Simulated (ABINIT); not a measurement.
# Quasiparticle gap of LiH (Fm-3m) in ABINIT, part 2 of 2

Aim: the G0W0 gap of LiH (Fm-3m) on PBE, step by step.

ABINIT 10.8.3; PBE and many-body steps on it, plane waves. Known limits of the many-body steps: not at the basis limit.

So far. Step 2 (Ground state): The gap is direct, at (0.500, 0.500, 0.000). Step 3 (Bands along the symmetry lines): The gap is 3.022 eV, as in the run before at this level.

The database entry behind the starting cell differs from later determinations by our own check (the deuteride, about 0.2 % short), so it need not match the best structure at ambient conditions.

## 4. Empty states on the mesh, 6×6×6 mesh, 48 bands

Level of this step: DFT, PBE, plane waves, norm-conserving pseudopotentials (ABINIT).

The sums over transitions need many empty states on a uniform mesh; this step solves for them.

Input file run.abi:

```
acell 3*1.0 Angstrom
rprim 
  0.000000000000 2.036750000000 2.036750000000
  2.036750000000 -0.000000000000 2.036750000000
  2.036750000000 2.036750000000 -0.000000000000
ntypat 2
znucl 3 1
natom 2
typat 1 2
xred 
  0.000000000000 0.000000000000 0.000000000000
  0.500000000000 0.500000000000 0.500000000000
pp_dirpath "pseudos"
pseudos "Li.upf, H.upf"
ecut 33
ngkpt 6 6 6
nshiftk 1
shiftk 0 0 0
kptopt 1
chksymbreak 0
irdden 1
istwfk *1
nband 48
prtvol 0
optdriver 6
gwr_task "HDIAGO"
paral_kgb 0
occopt 1
indata_prefix "in"
outdata_prefix "out"
tmpdata_prefix "tmp"
```

On the command line:

```console
OMP_NUM_THREADS=1 mpirun -n 8 abinit run.abi > log
```

Numbers of over 12 decimals in the logs are rounded to 6 here.

Log:

```text
[banner, memory and clock lines left out]
.Version 10.8.3 of ABINIT. v10.8.2 released Aug 2026.

 Symmetries : space group Fm -3 m (#225); Bravais cF (face-center cubic)
[... echo of the input left out ...]
== DATASET  1 ==================================================================
-   mpi_nproc: 8, omp_nthreads: 1 (-1 if OMP is not activated)

--- !DatasetInfo
iteration_state: {dtset: 1, }
dimensions: {natom: 2, nkpt: 16, mband: 48, nsppol: 1, nspinor: 1, nspden: 1, mpw: 1056, }
cutoff_energies: {ecut:  33.0, pawecutdg:  -1.0, }
electrons: {nelect:   4.00000000E+00, charge:   0.00000000E+00, occopt:   1.00000000E+00, tsmear:   1.00000000E-02, }

.Using double precision arithmetic; gwpc =  8

- Reading GS density from: in_DEN

--- Pseudopotential description ------------------------------------------------
- Li Generated using ONCVPSP code by D. R. Hamann
-  3.00000   3.00000  171031                  znucl, zion, pspdat
12 -101130 1 -1 1944                          pspcod,pspxc,lmax,lloc,mmax
     nproj     2     2
  pspatm : epsatm=    2.74360059
         --- l  ekb(1:nproj) -->
             0   -4.951544   -1.544797
             1   -2.250661   -0.474685
 pspatm: atomic psp has been read  and splines computed

- H Generated using ONCVPSP code by D. R. Hamann
-  1.00000   1.00000  171031                  znucl, zion, pspdat
12 -101130 1 -1 1166                          pspcod,pspxc,lmax,lloc,mmax
     nproj     2     1
  pspatm : epsatm=    0.36186929
         --- l  ekb(1:nproj) -->
             0   -1.701123   -0.534484
             1   -0.503321
 pspatm: atomic psp has been read  and splines computed

   1.24218795E+01                                ecore*ucvol(ha*bohr**3)

 Total charge density [el/Bohr^3]
)     Maximum=    2.7888E+00  at reduced coord.    0.0000    0.0000    0.0000
)     Minimum=    6.8615E-03  at reduced coord.    0.2667    0.2333    0.2333
   Integrated=    4.0000E+00

 === KS gaps after direct diagonalization ===
 Direct band gap semiconductor
 Fundamental gap:     3.022 (eV)
   VBM:    -0.348 (eV) at k: [ 5.0000E-01,  5.0000E-01,  0.0000E+00]
   CBM:     2.674 (eV) at k: [ 5.0000E-01,  5.0000E-01,  0.0000E+00]
 Direct gap:         3.022 (eV) at k: [ 5.0000E-01,  5.0000E-01,  0.0000E+00]

== END DATASET(S) ==============================================================

 -outvars: echo values of variables after computation  --------
           etotal      0.0000000000E+00
            nband          48
             nkpt          16
          spgroup         225
 [... the other variables as echoed above ...]

 Calculation completed.
```

Run time: 3.5 s. Hardware: 8 MPI ranks of Arm Neoverse V2, shared host; peak memory 0.93 GiB; 27 s of CPU time.

This step gave:

```
gap                                                           : 3.022 eV
k of the valence top                                          : 0.5, 0.5, 0
k of the conduction bottom                                    : 0.5, 0.5, 0
least direct gap                                              : 3.022 eV
k points computed                                             : 16
lowest point of the top converged band, above the valence top : 85.7791 eV
```

On this mesh the gap is 3.022 eV.

## 5. Screening, 6×6×6 mesh, 40 bands, screening to 163.3 eV

The RPA dielectric matrix is built and inverted for each q.

This step: RPA screening on PBE, plane waves, norm-conserving pseudopotentials.

Changes to run.abi since step 4:

```diff
@@ -20,10 +20,11 @@
 chksymbreak 0
-irdden 1
 istwfk *1
-nband 48
-prtvol 0
-optdriver 6
-gwr_task "HDIAGO"
-paral_kgb 0
 occopt 1
+irdwfk 1
+optdriver 3
+nband 40
+ecuteps 6
+inclvkb 2
+awtr 1
+symchi 1
 indata_prefix "in"
```

Log:

```text
.Version 10.8.3 of ABINIT. v10.8.2 released Aug 2026.

 Symmetries : space group Fm -3 m (#225); Bravais cF (face-center cubic)
[... echo of the input left out ...]
== DATASET  1 ==================================================================
-   mpi_nproc: 8, omp_nthreads: 1 (-1 if OMP is not activated)

--- !DatasetInfo
iteration_state: {dtset: 1, }
dimensions: {natom: 2, nkpt: 16, mband: 40, nsppol: 1, nspinor: 1, nspden: 1, mpw: 1056, }
cutoff_energies: {ecut:  33.0, pawecutdg:  -1.0, }
electrons: {nelect:   4.00000000E+00, charge:   0.00000000E+00, occopt:   1.00000000E+00, tsmear:   1.00000000E-02, }

 SCREENING: Calculation of the susceptibility and dielectric matrices

 Based on a program developped by R.W. Godby, V. Olevano, G. Onida, and L. Reining.
 Incorporated in ABINIT by V. Olevano, G.-M. Rignanese, and M. Torrent.
.Using double precision arithmetic ; gwpc =  8

[... cell and pseudopotentials left out ...]
--------------------------------------------------------------------------------

 ==== K-mesh for the wavefunctions ====
 Number of points in the irreducible wedge :    16
[... list of points left out ...]
 Together with 48 symmetry operations and time-reversal symmetry
 yields   216 points in the full Brillouin Zone.

 ==== Q-mesh for the screening function ====
 Number of points in the irreducible wedge :    16
[... list of points left out ...]
 Together with 48 symmetry operations and time-reversal symmetry
 yields   216 points in the full Brillouin Zone.

 setmesh: FFT mesh size selected  =    20x   20x   20
          total number of points  =         8000

 vcoul_init : cutoff-mode = AUXILIARY_FUNCTION
 q-points for optical limit:   1
     1)      0.000010    0.000020    0.000030

- screening: taking advantage of time-reversal symmetry
- Maximum band index for partially occupied states nbvw = 2
- Remaining bands to be divided among processors   nbcw = 38
- Number of bands treated by each node ~4

 Number of electrons calculated from density =    4.0000; Expected =    4.0000
 average of density, n =  0.035077
 r_s =    1.8951
 omega_plasma =   18.0662 [eV]

 calculating chi0 at frequencies [eV] :
  1    0.000000E+00    0.000000E+00
  2    0.000000E+00    1.806615E+01

--------------------------------------------------------------------------------
  q-point number  1        q = ( 0.000000, 0.000000, 0.000000) [r.l.u.]
--------------------------------------------------------------------------------
[... chi0 elements left out ...]
 For q-point:  0.000010 0.000020 0.000030
  dielectric constant =   4.1828
  dielectric constant without local fields =   4.5868

  Average fulfillment of the sum rule on Im[epsilon] for q-point    1 :     77.49  [%]
[... wings left out ...]
  q-point number  2        q = ( 0.166667, 0.000000, 0.000000) [r.l.u.]
--------------------------------------------------------------------------------
[... chi0 elements left out ...]
  Average fulfillment of the sum rule on Im[epsilon] for q-point    2 :     90.18  [%]

 [... 14 further q-points ...]
```

The job ended after 2.3 s (8 MPI ranks; peak memory 0.09 GiB; 18 s of CPU time).

This step gave:

```
ε∞ with local fields, on this mesh, along the program's q direction : 4.183
the same without local fields                                       : 4.587
plasma frequency                                                    : 18.07 eV
plane waves in the screening matrix                                 : 65
```

Local fields lower ε∞ by 9 %.

## 6. Self-energy, 6×6×6 mesh, 40 bands, screening to 163.3 eV

The self-energy is evaluated for the states that the input lists, and the levels follow from it, in one-shot runs by the linearised quasiparticle equation.

This step: G0W0 on PBE, plane waves, norm-conserving pseudopotentials.

Changes to run.abi since step 5:

```diff
@@ -23,8 +23,17 @@
 irdwfk 1
-optdriver 3
+optdriver 4
 nband 40
+gwcalctyp 0
+ecutsigx 33
+symsigma 1
+nkptgw 2
+kptgw 
+  0.5000000000 0.5000000000 0.0000000000
+  0.0000000000 0.0000000000 0.0000000000
+bdgw 
+  1 5
+  1 6
 ecuteps 6
-inclvkb 2
-awtr 1
-symchi 1
+irdscr 1
+ppmodel 1
 indata_prefix "in"
```

Log:

```text
.Version 10.8.3 of ABINIT. v10.8.2 released Aug 2026.

 Symmetries : space group Fm -3 m (#225); Bravais cF (face-center cubic)
[... echo of the input left out ...]
== DATASET  1 ==================================================================
-   mpi_nproc: 8, omp_nthreads: 1 (-1 if OMP is not activated)

--- !DatasetInfo
iteration_state: {dtset: 1, }
dimensions: {natom: 2, nkpt: 16, mband: 40, nsppol: 1, nspinor: 1, nspden: 1, mpw: 1056, }
cutoff_energies: {ecut:  33.0, pawecutdg:  -1.0, }
electrons: {nelect:   4.00000000E+00, charge:   0.00000000E+00, occopt:   1.00000000E+00, tsmear:   1.00000000E-02, }

 SIGMA: Calculation of the GW corrections

 Based on a program developped by R.W. Godby, V. Olevano, G. Onida, and L. Reining.
 Incorporated in ABINIT by V. Olevano, G.-M. Rignanese, and M. Torrent.
.Using double precision arithmetic ; gwpc =  8

[... cell and pseudopotentials left out ...]
--------------------------------------------------------------------------------

 ==== K-mesh for the wavefunctions ====
 Number of points in the irreducible wedge :    16
[... list of points left out ...]
 Together with 48 symmetry operations and time-reversal symmetry
 yields   216 points in the full Brillouin Zone.

 ==== Q-mesh for screening function ====
 Number of points in the irreducible wedge :    16
[... list of points left out ...]
 Together with 48 symmetry operations and time-reversal symmetry
 yields   216 points in the full Brillouin Zone.

 vcoul_init : cutoff-mode = AUXILIARY_FUNCTION
 q-points for optical limit:   1
     1)      0.000010    0.000020    0.000030
 setmesh: FFT mesh size selected  =    30x   30x   30
          total number of points  =        27000

 Number of electrons calculated from density =    4.0000; Expected =    4.0000
 average of density, n =  0.035077
 r_s =    1.8951
 omega_plasma =   18.0662 [eV]

 === KS Band Gaps ===
  >>>> For spin  1
   Minimum direct gap =   3.0221 [eV], located at k-point      :   0.5000  0.5000  0.0000
   Fundamental gap    =   3.0221 [eV], Top of valence bands at :   0.5000  0.5000  0.0000
                                       Bottom of conduction at :   0.5000  0.5000  0.0000
 SIGMA fundamental parameters:
 PLASMON POLE MODEL  1
 number of plane-waves for SigmaX                 1037
 number of plane-waves for SigmaC and W             65
 number of plane-waves for wavefunctions          1037
 number of bands                                    40
 number of independent spin polarizations            1
 number of spinorial components                      1
 number of k-points in IBZ                          16
 number of q-points in IBZ                          16
 number of symmetry operations                      48
 number of k-points in BZ                          216
 number of q-points in BZ                          216
 number of frequencies for dSigma/dE                 9
 frequency step for dSigma/dE [eV]                0.25
 number of omega for Sigma on real axis              0
 max omega for Sigma on real axis  [eV]           0.00
 zcut for avoiding poles [eV]                     0.10

 EPSILON^-1 parameters (SCR file):
 dimension of the eps^-1 matrix on file             65
 dimension of the eps^-1 matrix used                65
 number of plane-waves for wavefunctions          1037
 number of bands                                    40
 number of q-points in IBZ                          16
 number of frequencies                               2
 number of real frequencies                          1
 number of imag frequencies                          1

 matrix elements of self-energy operator (all in [eV])

 Perturbative Calculation

--- !SelfEnergy_ee
iteration_state: {dtset: 1, }
kpoint     : [   0.500,    0.500,    0.000, ]
spin       : 1
KS_gap     :    3.022
QP_gap     :    4.853
Delta_QP_KS:    1.831
data: !SigmaeeData |
     Band     E0 <VxcDFT>   SigX SigC(E0)      Z dSigC/dE  Sig(E)    E-E0       E
        1 -44.599 -25.708 -39.768   5.202   0.784  -0.276 -32.651  -6.943 -51.541
        2  -0.348 -11.307 -14.604   1.649   0.771  -0.297 -12.578  -1.270  -1.618
        3   2.674  -7.646  -3.654  -3.301   0.810  -0.235  -7.086   0.560   3.234
        4  10.239  -8.235  -2.665  -4.458   0.778  -0.285  -7.369   0.865  11.105
        5  10.239  -8.235  -2.665  -4.458   0.778  -0.285  -7.369   0.865  11.105

--- !SelfEnergy_ee
iteration_state: {dtset: 1, }
kpoint     : [   0.000,    0.000,    0.000, ]
spin       : 1
KS_gap     :   20.729
QP_gap     :   22.930
Delta_QP_KS:    2.201
data: !SigmaeeData |
     Band     E0 <VxcDFT>   SigX SigC(E0)      Z dSigC/dE  Sig(E)    E-E0       E
        1 -44.649 -25.626 -39.706   5.184   0.777  -0.287 -32.539  -6.913 -51.562
        2  -5.602  -9.916 -15.613   3.478   0.713  -0.402 -11.498  -1.581  -7.183
        3  15.128 -11.719  -4.658  -6.126   0.663  -0.509 -11.099   0.620  15.747
        4  17.057  -8.963  -2.437  -5.364   0.701  -0.427  -8.149   0.814  17.871
        5  17.057  -8.963  -2.437  -5.364   0.701  -0.427  -8.149   0.814  17.871
        6  17.057  -8.963  -2.437  -5.364   0.701  -0.427  -8.149   0.814  17.871

== END DATASET(S) ==============================================================
================================================================================

 -outvars: echo values of variables after computation  --------
           etotal      0.0000000000E+00
            nband          40
             nkpt          16
          spgroup         225
 [... the other variables as echoed above ...]

 Calculation completed.
```

Wall time 1.7 s (8 MPI ranks); peak memory 0.11 GiB; 13 s of CPU time.

Numbers from this step:

* G0W0 gap on the points computed: 4.852 eV
* starting gap on the mesh: 3.022 eV
* k of the valence top: 0.5, 0.5, 0
* k of the conduction bottom: 0.5, 0.5, 0
* Z at the valence top: 0.771
* Z at the conduction bottom: 0.81
* least direct G0W0 gap on the computed points: 4.852 eV

The gap on the mesh goes from 3.02 eV to 4.85 eV, a correction of +1.83 eV.

Limits: finite bands, cutoff and mesh. v1 is the top filled band, c1 the lowest empty one. The levels before and after the correction (eV, zero at the valence-band top of each column):

```csv
,conduction bottom,valence top
Kohn-Sham,3.02,0.00
G0W0,4.85,0.00
```

```
                       level  energy (eV)
Kohn-Sham     (0.5 0.5 0) v2      -44.251
Kohn-Sham     (0.5 0.5 0) v1        0.000
Kohn-Sham     (0.5 0.5 0) c1        3.022
Kohn-Sham  (0.5 0.5 0) c2-c3       10.588
     G0W0     (0.5 0.5 0) v2      -49.923
     G0W0     (0.5 0.5 0) v1        0.000
     G0W0     (0.5 0.5 0) c1        4.852
     G0W0  (0.5 0.5 0) c2-c3       12.723
```

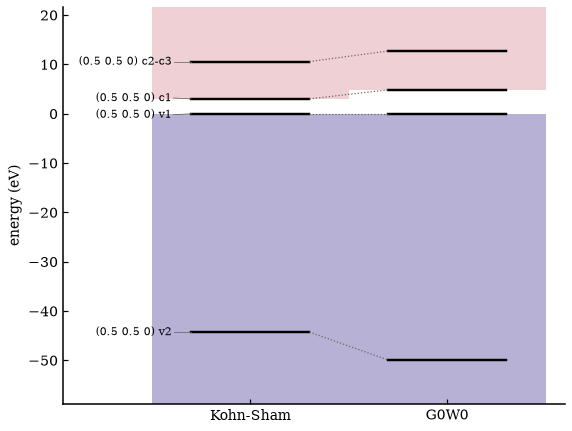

Levels before and after the correction. Shaded: valence and conduction bands.

## 7. Where the time went

Times are wall times on 8 MPI ranks of Arm Neoverse V2, shared host, good to a factor of about two.

```csv
step,time,share,memory (GiB)
ground state,1.8 s,17 %,0.07
bands along the symmetry lines,1.7 s,15 %,0.07
empty states on the mesh,3.5 s,32 %,0.93
screening,2.3 s,21 %,0.09
self-energy,1.7 s,15 %,0.11
```

## 8. Outcome

```json
{
 "PBE gap": "3.02 eV, direct",
 "G0W0 gap on the mesh": "4.85 eV",
 "GW settings": "6×6×6 mesh, 40 bands, screening to 163.3 eV, Godby-Needs plasmon pole",
 "known limits": "not at the basis limit"
}
```

What this shows: G0W0 moves the gap on the mesh from 3.02 eV to 4.85 eV (+1.83 eV), with Z of 0.77 and 0.81 at the edges. Local fields lower the RPA ε∞ on this mesh from 4.59 to 4.18. Only 2 of the mesh's irreducible points were corrected, so a valley elsewhere could overtake. The dearest step here is «empty states on the mesh». Bands and cutoff are finite, so the gap is not at the basis limit. The miss can reach some tenths of an eV and take either sign; the mesh is an error of its own. In the G0W0 run levels were corrected at 2 k points alone, so a gap called «on the mesh» is the least over those, and an edge elsewhere would be missed.

[Paths, hosts, dates, memory and timing lines, banners, echoed tables and standing remarks are left out of the program output.]

[Logs are printed without paths, hosts, clocks, repeated set-up lines and the standing remarks that a program may print on its own settings, such as how far it seeks lower states.]

[Runs of the session that timed out or met a known fault of the program may be left out.]

[Hosts, paths, dates, database ids (printed as entryN), source tags and the programs' standing remarks are cut or masked in the printed files.]

[G0W0 gaps are taken among the corrected bands and points alone; a level outside them can change the order at an edge.]

[Where Ansatz stands beside ABINIT at settings called matched, ABINIT's density can come from a denser mesh and the files from another edition; pairs whose starting gaps differed by over 0.03 eV were left out, so agreement reads better than it is.]
